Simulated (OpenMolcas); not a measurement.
Energy and gradient calculation, with input and output: CH4In (part 2 of 2)

CH4In, multiplicity 2; CASPT2/ANO-RCC-VTZP, DKH2 (OpenMolcas 26.06). The geometry comes from this level: PBE0-D4/def2-TZVP. The settings of this run were made unusual or wrong on purpose.

Geometry of the input (Å):
```
C  -0.1938  -0.4319  -0.5817
In 1.0787  0.6439  0.8384
H  -1.2438  -0.2905  -0.3198
H  0.0520  -1.4948  -0.5587
H  -0.0118  -0.0573  -1.5903
H  0.3610  1.5669  2.1660
```

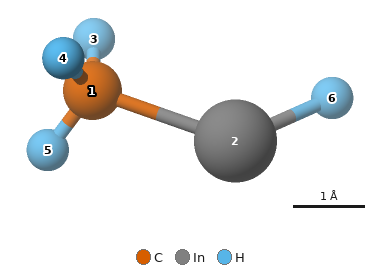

Fig. 1: The structure (ball-and-stick view, seen at a tilt; atoms are numbered from 1 in the order of the input). Sticks mark near contacts.

### Output, continued
```
      ************************************************************************************************************************
      *                                                    Final results                                                     *
      ************************************************************************************************************************

++    Final optimization conditions:
      ------------------------------

      Average CI energy                           -5917.20894530
      RASSCF energy for state  1                  -5917.27564414
      Super-CI energy                                -0.00000000
      RASSCF energy change                            0.00000000
      Max change in MO coefficients               3.296E-05
      Max non-diagonal density matrix element     3.957E-05
      Maximum BLB matrix element                  1.292E-06
      (orbital pair  22,  75 in symmetry   1)
      Norm of electronic gradient            9.555E-02
--

      Final state energy(ies):
      ------------------------

::    RASSCF root number  1 Total energy:  -5917.27564414
::    RASSCF root number  2 Total energy:  -5917.21445095
::    RASSCF root number  3 Total energy:  -5917.13674082
      Von Neumann Entropy (Root   1) =  0.67436

      Mulliken population analysis for root number:  1
      -----------------------------------------------

++    Molecular charges:
      ------------------

      Mulliken charges per centre
      ---------------------------

                C1      IN2     H3      H4      H5      H6
      Total    6.7920 48.3662  0.8557  0.8597  0.8597  1.2667

      N-E     -0.7920  0.6338  0.1443  0.1403  0.1403 -0.2667

      Total electronic charge=   59.000000

      Total            charge=   -0.000000
--

      Expectation values of various properties for root number:  1
      -----------------------------------------------------------

++    Molecular properties:
      ---------------------

      Charge (e):
                      =   -0.0000
      Dipole Moment (debye):
      Origin of the operator (angstrom)=    0.9224    0.5234    0.6801
                   X=  5.0462E-01               Y= -3.9383E-02               Z= -8.5181E-02           Total=  5.1327E-01
      Quadrupole Moment (debye*angstrom):
      Origin of the operator (angstrom)=    0.9224    0.5234    0.6801
                  XX= -3.5296E+01              XY= -1.3153E-01              XZ=  1.2178E-01              YY= -3.2756E+01
                  YZ= -3.4755E+00              ZZ= -3.5096E+01
      In traceless form (debye*angstrom)
                  XX= -1.3699E+00              XY= -1.9729E-01              XZ=  1.8268E-01              YY=  2.4397E+00
                  YZ= -5.2132E+00              ZZ= -1.0698E+00
--

      Mulliken spin population analysis for root number:  1
      ---------------------------------------------------

++    Molecular charges:
      ------------------

      Mulliken spin population per centre
      ---------------------------

                C1      IN2     H3      H4      H5      H6
      Total    0.0823  0.7602  0.0177  0.0050  0.0051  0.1297

      Total electronic spin=    1.000000
--

      LoProp population analysis for root number:  1
      -----------------------------------------------

++    LoProp analysis:
      ----------------

++    Static properties:
      ------------------

      LoProp Charges per center

                   C1       IN2      H3       H4       H5       H6
      Nuclear      6.0000  49.0000   1.0000   1.0000   1.0000   1.0000
      Electronic  -6.6142 -48.6030  -0.8909  -0.8851  -0.8851  -1.1218

      Total       -0.6142   0.3970   0.1091   0.1149   0.1149  -0.1218
--

      Natural Bond Order analysis for root number:  1

++    Natural Bond Order analysis
      ---------------------------
      Based on LoProp computed density
      -------------------------------------------------------------------------------------
      Atom A       Atom B       Bond Order
      -------------------------------------------------------------------------------------
      NBO located      0.986 non-bonded electrons on atom C1
      NBO located      0.986 non-bonded electrons on atom C1
      NBO located      1.009 non-bonded electrons on atom IN2
      NBO located      0.993 non-bonded electrons on atom IN2
      NBO located      1.005 non-bonded electrons on atom IN2
      NBO located      0.996 non-bonded electrons on atom IN2
      NBO located      0.998 non-bonded electrons on atom IN2
      NBO located      0.998 non-bonded electrons on atom IN2
      NBO located      0.999 non-bonded electrons on atom IN2
      NBO located      1.000 non-bonded electrons on atom IN2
      NBO located      1.000 non-bonded electrons on atom IN2
      NBO located      1.000 non-bonded electrons on atom IN2
      NBO located      1.000 non-bonded electrons on atom IN2
      NBO located      1.000 non-bonded electrons on atom IN2
      NBO located      1.000 non-bonded electrons on atom IN2
      NBO located      1.000 non-bonded electrons on atom IN2
      NBO located      1.000 non-bonded electrons on atom IN2
      NBO located      1.000 non-bonded electrons on atom IN2
      NBO located      1.000 non-bonded electrons on atom IN2
      NBO located      1.000 non-bonded electrons on atom IN2
      NBO located      1.000 non-bonded electrons on atom IN2
      NBO located      1.000 non-bonded electrons on atom IN2
      NBO located      1.000 non-bonded electrons on atom IN2
      NBO located      1.000 non-bonded electrons on atom IN2
      NBO located      1.000 non-bonded electrons on atom IN2
      The remaining    6.035 electrons are to be considered as diffuse
--

--

      Von Neumann Entropy (Root   2) =  0.78526

      Mulliken population analysis for root number:  2
      -----------------------------------------------

++    Molecular charges:
      ------------------

      Mulliken charges per centre
      ---------------------------

                C1      IN2     H3      H4      H5      H6
      Total    6.6562 48.6121  0.8374  0.8509  0.8509  1.1924

      N-E     -0.6562  0.3879  0.1626  0.1491  0.1491 -0.1924

      Total electronic charge=   59.000000

      Total            charge=   -0.000000
--

      Expectation values of various properties for root number:  2
      -----------------------------------------------------------

++    Molecular properties:
      ---------------------

      Charge (e):
                      =   -0.0000
      Dipole Moment (debye):
      Origin of the operator (angstrom)=    0.9224    0.5234    0.6801
                   X=  1.0285E+00               Y= -6.8837E-01               Z= -1.0204E+00           Total=  1.6040E+00
      Quadrupole Moment (debye*angstrom):
      Origin of the operator (angstrom)=    0.9224    0.5234    0.6801
                  XX= -3.0289E+01              XY=  4.2385E-01              XZ=  1.0532E-01              YY= -3.7216E+01
                  YZ=  1.4952E+00              ZZ= -3.6235E+01
      In traceless form (debye*angstrom)
                  XX=  6.4360E+00              XY=  6.3577E-01              XZ=  1.5797E-01              YY= -3.9538E+00
                  YZ=  2.2428E+00              ZZ= -2.4823E+00
--

      Mulliken spin population analysis for root number:  2
      ---------------------------------------------------

++    Molecular charges:
      ------------------

      Mulliken spin population per centre
      ---------------------------

                C1      IN2     H3      H4      H5      H6
      Total   -0.0389  1.1462 -0.0031 -0.0030 -0.0030 -0.0983

      Total electronic spin=    1.000000
--

      LoProp population analysis for root number:  2
      -----------------------------------------------

++    LoProp analysis:
      ----------------

++    Static properties:
      ------------------

      LoProp Charges per center

                   C1       IN2      H3       H4       H5       H6
      Nuclear      6.0000  49.0000   1.0000   1.0000   1.0000   1.0000
      Electronic  -6.4772 -48.8213  -0.8721  -0.8882  -0.8882  -1.0530

      Total       -0.4772   0.1787   0.1279   0.1118   0.1118  -0.0530
--

      Natural Bond Order analysis for root number:  2

++    Natural Bond Order analysis
      ---------------------------
      Based on LoProp computed density
      -------------------------------------------------------------------------------------
      Atom A       Atom B       Bond Order
      -------------------------------------------------------------------------------------
      NBO located      0.994 non-bonded electrons on atom C1
      NBO located      0.911 non-bonded electrons on atom C1
      NBO located      1.017 non-bonded electrons on atom IN2
      NBO located      0.995 non-bonded electrons on atom IN2
      NBO located      0.996 non-bonded electrons on atom IN2
      NBO located      0.998 non-bonded electrons on atom IN2
      NBO located      1.001 non-bonded electrons on atom IN2
      NBO located      0.999 non-bonded electrons on atom IN2
      NBO located      1.001 non-bonded electrons on atom IN2
      NBO located      0.999 non-bonded electrons on atom IN2
      NBO located      1.000 non-bonded electrons on atom IN2
      NBO located      1.000 non-bonded electrons on atom IN2
      NBO located      1.000 non-bonded electrons on atom IN2
      NBO located      1.000 non-bonded electrons on atom IN2
      NBO located      1.000 non-bonded electrons on atom IN2
      NBO located      1.000 non-bonded electrons on atom IN2
      NBO located      1.000 non-bonded electrons on atom IN2
      NBO located      1.000 non-bonded electrons on atom IN2
      NBO located      1.000 non-bonded electrons on atom IN2
      NBO located      1.000 non-bonded electrons on atom IN2
      NBO located      1.000 non-bonded electrons on atom IN2
      NBO located      1.000 non-bonded electrons on atom IN2
      NBO located      1.000 non-bonded electrons on atom IN2
      NBO located      1.000 non-bonded electrons on atom IN2
      NBO located      1.000 non-bonded electrons on atom IN2
      The remaining    6.101 electrons are to be considered as diffuse
--

--

      Von Neumann Entropy (Root   3) =  0.98915

      Mulliken population analysis for root number:  3
      -----------------------------------------------

++    Molecular charges:
      ------------------

      Mulliken charges per centre
      ---------------------------

                C1      IN2     H3      H4      H5      H6
      Total    6.5140 48.7782  0.8612  0.8496  0.8496  1.1474

      N-E     -0.5140  0.2218  0.1388  0.1504  0.1504 -0.1474

      Total electronic charge=   59.000000

      Total            charge=   -0.000000
--

      Expectation values of various properties for root number:  3
      -----------------------------------------------------------

++    Molecular properties:
      ---------------------

      Charge (e):
                      =   -0.0000
      Dipole Moment (debye):
      Origin of the operator (angstrom)=    0.9224    0.5234    0.6801
                   X= -4.2172E+00               Y= -7.0688E-01               Z= -7.2913E-01           Total=  4.3377E+00
      Quadrupole Moment (debye*angstrom):
      Origin of the operator (angstrom)=    0.9224    0.5234    0.6801
                  XX= -3.9234E+01              XY=  4.3193E-01              XZ=  9.8134E-01              YY= -3.2563E+01
                  YZ=  4.9454E-01              ZZ= -3.2308E+01
      In traceless form (debye*angstrom)
                  XX= -6.7982E+00              XY=  6.4789E-01              XZ=  1.4720E+00              YY=  3.2083E+00
                  YZ=  7.4182E-01              ZZ=  3.5899E+00
--

      Mulliken spin population analysis for root number:  3
      ---------------------------------------------------

++    Molecular charges:
      ------------------

      Mulliken spin population per centre
      ---------------------------

                C1      IN2     H3      H4      H5      H6
      Total    0.3635  0.0880  0.0101  0.0150  0.0150  0.5085

      Total electronic spin=    1.000000
--

      LoProp population analysis for root number:  3
      -----------------------------------------------

++    LoProp analysis:
      ----------------

++    Static properties:
      ------------------

      LoProp Charges per center

                   C1       IN2      H3       H4       H5       H6
      Nuclear      6.0000  49.0000   1.0000   1.0000   1.0000   1.0000
      Electronic  -6.3508 -49.0096  -0.9016  -0.8750  -0.8751  -0.9880

      Total       -0.3508  -0.0096   0.0984   0.1250   0.1249   0.0120
--

      Natural Bond Order analysis for root number:  3

++    Natural Bond Order analysis
      ---------------------------
      Based on LoProp computed density
      -------------------------------------------------------------------------------------
      Atom A       Atom B       Bond Order
      -------------------------------------------------------------------------------------
      NBO located      0.995 non-bonded electrons on atom C1
      NBO located      0.988 non-bonded electrons on atom IN2
      NBO located      0.989 non-bonded electrons on atom IN2
      NBO located      1.004 non-bonded electrons on atom IN2
      NBO located      0.997 non-bonded electrons on atom IN2
      NBO located      0.998 non-bonded electrons on atom IN2
      NBO located      0.997 non-bonded electrons on atom IN2
      NBO located      0.999 non-bonded electrons on atom IN2
      NBO located      0.999 non-bonded electrons on atom IN2
      NBO located      0.999 non-bonded electrons on atom IN2
      NBO located      0.999 non-bonded electrons on atom IN2
      NBO located      1.000 non-bonded electrons on atom IN2
      NBO located      1.000 non-bonded electrons on atom IN2
      NBO located      1.000 non-bonded electrons on atom IN2
      NBO located      1.000 non-bonded electrons on atom IN2
      NBO located      1.000 non-bonded electrons on atom IN2
      NBO located      1.000 non-bonded electrons on atom IN2
      NBO located      1.000 non-bonded electrons on atom IN2
      NBO located      1.000 non-bonded electrons on atom IN2
      NBO located      1.000 non-bonded electrons on atom IN2
      NBO located      1.000 non-bonded electrons on atom IN2
      NBO located      1.000 non-bonded electrons on atom IN2
      NBO located      1.000 non-bonded electrons on atom IN2
      NBO located      1.000 non-bonded electrons on atom IN2
      The remaining    6.641 electrons are to be considered as diffuse
--

--

      Average orbitals are written to the RASORB file
      Natural orbitals for root   1 are written to the RASORB.1 file
      Natural orbitals for root   2 are written to the RASORB.2 file
      Natural orbitals for root   3 are written to the RASORB.3 file
      Spin density orbitals for root   1 are written to the SPDORB.1 file
      Spin density orbitals for root   2 are written to the SPDORB.2 file
      Spin density orbitals for root   3 are written to the SPDORB.3 file

--- Stop Module: rasscf /rc=_RC_ALL_IS_WELL_ ---
           step6.RasOrb.3 step6.rasscf.h5 step6.SpdOrb.1 step6.SpdOrb.2 step6.SpdOrb.3 xmldump
--- Module rasscf spent 15 seconds ---

--- Start Module: caspt2 ---

                                              &CASPT2

                       available to each process: 1.9 GB of memory, 1 thread

 ###############################################################################
 ###############################################################################
 ###    ERROR: Analytic gradients with IPEA shift must use                   ###
 ###    the CORT or DORT option.                                             ###
 ###############################################################################
--- Stop Module: caspt2 /rc=_RC_INPUT_ERROR_ ---

.####################.
.# User input error #.
.####################.

    Timing: Wall=34.46 User=32.89 System=1.55
```

### What the run reported

- outcome: refused by the program
- basis functions: 154

### Diagnosis

Some settings of this run were drawn to be unusual or wrong (task set to gradient (from default); ipea set to 0.25 (from default); fit set to RICD (from default)). The program refused the input.
